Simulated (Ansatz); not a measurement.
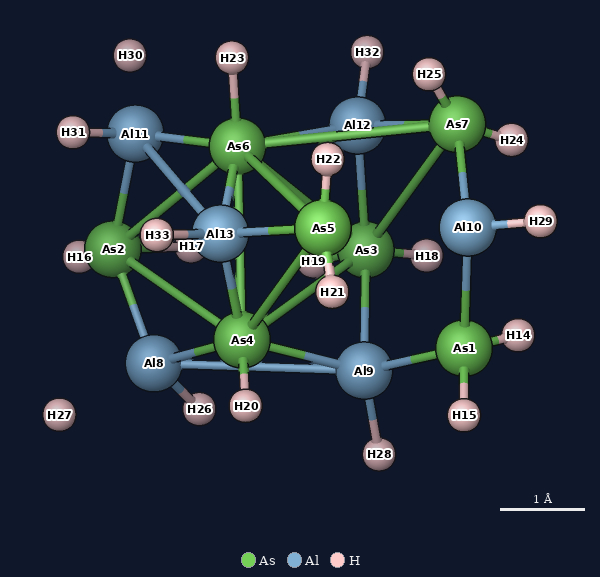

Fig. 1: The input geometry (ball-and-stick view, seen at a tilt; atoms are numbered from 1 in the order of the input). Sticks mark near contacts.

## Single-point calculation, with input and output: Al₆As₇H₂₀ (charge +2)

System: Al₆As₇H₂₀ (Al6As7 zinc blende off sphere), charge +2, multiplicity 2.
Method: UKS BLYP-d3bj/aug-cc-pVDZ (Ansatz 0.2.0).

Some settings of this run were made unusual or wrong on purpose. The geometry comes from this level: PBE-D4/def2-SVP. Figures and captions count atoms from 1; the log counts them from 0 in places.

## Input
```yaml
crystal:
  periodic: [false, false, false]
  atoms:
    - {symbol: As, position_ang: [0.525186, -2.421271, 0.409163]}
    - {symbol: As, position_ang: [-1.625089, 1.696357, -1.196753]}
    - {symbol: As, position_ang: [0.486266, -0.472894, -1.529685]}
    - {symbol: As, position_ang: [-1.273777, -0.387748, 0.243055]}
    - {symbol: As, position_ang: [0.433755, -0.421441, 2.258833]}
    - {symbol: As, position_ang: [0.359054, 1.277045, 0.295442]}
    - {symbol: As, position_ang: [2.399770, -0.464683, 0.359367]}
    - {symbol: Al, position_ang: [-2.253588, 0.329504, -0.859543]}
    - {symbol: Al, position_ang: [-0.539065, -1.606641, -0.567873]}
    - {symbol: Al, position_ang: [1.632446, -1.579330, 1.478913]}
    - {symbol: Al, position_ang: [-0.415796, 2.381348, -0.483956]}
    - {symbol: Al, position_ang: [1.514923, 0.539975, -0.718651]}
    - {symbol: Al, position_ang: [-0.511585, 0.573659, 1.167443]}
    - {symbol: H, position_ang: [1.075309, -2.716864, -0.098874]}
    - {symbol: H, position_ang: [-0.035004, -3.071882, 1.035917]}
    - {symbol: H, position_ang: [-1.993349, 2.016815, -1.863860]}
    - {symbol: H, position_ang: [-0.979337, 1.185273, -2.297967]}
    - {symbol: H, position_ang: [0.926475, -0.961945, -2.205987]}
    - {symbol: H, position_ang: [-0.077583, -0.017292, -2.252237]}
    - {symbol: H, position_ang: [-1.792511, -1.068312, 0.912958]}
    - {symbol: H, position_ang: [-0.028994, -1.080919, 2.541967]}
    - {symbol: H, position_ang: [1.076573, 0.081777, 2.532261]}
    - {symbol: H, position_ang: [1.093288, 2.005904, 0.810135]}
    - {symbol: H, position_ang: [2.703235, -1.000970, -0.171165]}
    - {symbol: H, position_ang: [2.610052, 0.124394, 0.949335]}
    - {symbol: H, position_ang: [-2.293261, -0.338634, -1.713443]}
    - {symbol: H, position_ang: [-3.471293, 0.635442, -0.218492]}
    - {symbol: H, position_ang: [-1.160342, -2.347053, -1.298879]}
    - {symbol: H, position_ang: [2.308275, -2.204680, 1.800808]}
    - {symbol: H, position_ang: [0.185436, 3.200734, -1.324907]}
    - {symbol: H, position_ang: [-0.906659, 2.841501, 0.229019]}
    - {symbol: H, position_ang: [2.208085, 1.167392, -1.401957]}
    - {symbol: H, position_ang: [-1.028982, 0.992527, 2.091332]}
basis:
  gaussian: {orbitals: aug-cc-pVDZ, fitting: {mean_field: def2-universal-jkfit}}
total_charge: 2
magnetization: {spin_polarized: true, initial_magnetization: 1}
hamiltonian: {xc: {name: BLYP}, dispersion: d3bj}
scf: {omitted_lower_state_checks: [starts]}
output: {forces: true}
```

Run on 2 CPU threads, shared host.

Launched with:
```bash
ansatz run in.yaml --threads 2 --pin off --events-out ev --progress --plain --max-ram 32768MiB --backend cuda --devices 0, --max-vram 18GiB
```

## Log
```
Functional definition: BLYP
  name "BLYP"
  cite "Becke, Phys. Rev. A 38, 3098 (1988) doi:10.1103/PhysRevA.38.3098"
  cite "Lee, Yang & Parr, Phys. Rev. B 37, 785 (1988) doi:10.1103/PhysRevB.37.785"
  parameter beta = 0.0042
  parameter a = 0.04918
  parameter b = 0.132
  parameter c = 0.2533
  parameter d = 0.349
  exchange = b88_x(beta = beta)
  correlation = lyp_c(a = a, b = b, c = c, d = d)
these checks for a lower state are left out or cut short: starts
2990 factors; integrals over basis functions are off by at most 1.9e-1 eV
mean field evaluation 1: about -465416.8110 eV, gradient 1.1e2 eV
mean field evaluation 2: about -464753.4888 eV, gradient 3.6e2 eV
mean field evaluation 4: about -465469.9352 eV, gradient 5.0e1 eV
mean field evaluation 8: about -465485.3206 eV, gradient 4.0e0 eV
mean field evaluation 16: about -465485.4627 eV, gradient 3.7e-2 eV
mean field -465485.48457002 eV, -17106.2760405547 hartree, gradient 5.5e-6 eV, S^2 0.752350; 0 other end points of the search recorded, 0 dependent functions left out
the calculation of the forces begins
reference -465485.48546307 eV, -17106.2760733736 hartree; 164, 163 occupied and 430, 431 virtual orbitals, 2990 factors
Total energy: -465493.82706273 eV, -17106.5826215070 hartree
Atom 0 at     0.525186    -2.421271     0.409163 Å, force   -42.012507    18.895963    46.710692 eV/Å
Atom 1 at    -1.625089     1.696357    -1.196753 Å, force    16.958611    -4.524198    32.576602 eV/Å
Atom 2 at     0.486266    -0.472894    -1.529685 Å, force   -10.888030    -0.628046    21.625990 eV/Å
Atom 3 at    -1.273777    -0.387748     0.243055 Å, force   -15.559113    -9.964831    -0.244460 eV/Å
Atom 4 at     0.433755    -0.421441     2.258833 Å, force    -9.610790    10.363278   -20.539141 eV/Å
Atom 5 at     0.359054     1.277045     0.295442 Å, force    41.258871    12.464438   -10.226568 eV/Å
Atom 6 at     2.399770    -0.464683     0.359367 Å, force   -23.426725     8.700990    10.394230 eV/Å
Atom 7 at    -2.253588     0.329504    -0.859543 Å, force   -36.415381   -16.128581     2.373913 eV/Å
Atom 8 at    -0.539065    -1.606641    -0.567873 Å, force   -11.113334   -14.318066   -20.105182 eV/Å
Atom 9 at     1.632446    -1.579330     1.478913 Å, force    -7.120035     6.371704     9.860949 eV/Å
Atom 10 at    -0.415796     2.381348    -0.483956 Å, force    24.574603    33.248274   -20.736449 eV/Å
Atom 11 at     1.514923     0.539975    -0.718651 Å, force    16.092824    15.853069    -8.397822 eV/Å
Atom 12 at    -0.511585     0.573659     1.167443 Å, force   -24.267654     1.603522    46.691547 eV/Å
Atom 13 at     1.075309    -2.716864    -0.098874 Å, force    61.868657   -35.004079   -57.435146 eV/Å
Atom 14 at    -0.035004    -3.071882     1.035917 Å, force   -13.535486   -16.630544    15.033074 eV/Å
Atom 15 at    -1.993349     2.016815    -1.863860 Å, force   -38.483288    33.953675   -65.750980 eV/Å
Atom 16 at    -0.979337     1.185273    -2.297967 Å, force     2.297144    -1.488846    -3.319391 eV/Å
Atom 17 at     0.926475    -0.961945    -2.205987 Å, force    22.964563   -25.285960   -33.575620 eV/Å
Atom 18 at    -0.077583    -0.017292    -2.252237 Å, force   -17.682088    14.019172   -22.026547 eV/Å
Atom 19 at    -1.792511    -1.068312     0.912958 Å, force   -11.247277   -14.696259    14.706864 eV/Å
Atom 20 at    -0.028994    -1.080919     2.541967 Å, force   -39.186674   -54.532491    25.893700 eV/Å
Atom 21 at     1.076573     0.081777     2.532261 Å, force    50.836176    40.889839    24.267787 eV/Å
Atom 22 at     1.093288     2.005904     0.810135 Å, force    10.568102    10.368627     7.754686 eV/Å
Atom 23 at     2.703235    -1.000970    -0.171165 Å, force    34.716391   -57.031044   -56.510353 eV/Å
Atom 24 at     2.610052     0.124394     0.949335 Å, force    18.957478    47.543808    47.423551 eV/Å
Atom 25 at    -2.293261    -0.338634    -1.713443 Å, force    -1.088429   -12.202945   -16.530783 eV/Å
Atom 26 at    -3.471293     0.635442    -0.218492 Å, force    -3.223214     0.919737     2.047247 eV/Å
Atom 27 at    -1.160342    -2.347053    -1.298879 Å, force    -5.925237    -6.727496    -6.652654 eV/Å
Atom 28 at     2.308275    -2.204680     1.800808 Å, force    22.826634   -20.923138    11.898537 eV/Å
Atom 29 at     0.185436     3.200734    -1.324907 Å, force     3.123378     3.847413    -4.454045 eV/Å
Atom 30 at    -0.906659     2.841501     0.229019 Å, force   -16.598579    15.685855    23.604622 eV/Å
Atom 31 at     2.208085     1.167392    -1.401957 Å, force     8.511267     8.232395    -8.476042 eV/Å
Atom 32 at    -1.028982     0.992527     2.091332 Å, force    -8.170860     7.124767    12.117188 eV/Å
Dipole moment:     0.295826    -0.278020     0.146472 e Å
Checks for a lower state left out: starts
```

## What the run reported

- outcome: converged
- total energy: −465493.8271 eV
- mean-field energy: −465485.4855 eV
- dispersion energy: −8.3416 eV
- ⟨S²⟩: 0.752
- SCF solution under orbital rotations: stable
- largest force (length of the vector): 91.388 eV/Å
- wall time: 13 s (CPU time 16 s)
- peak memory: 1.3 GiB

## What went wrong

The input was spoiled on purpose: squeeze. The program still converged, but the numbers can't be taken as results for the intended system.
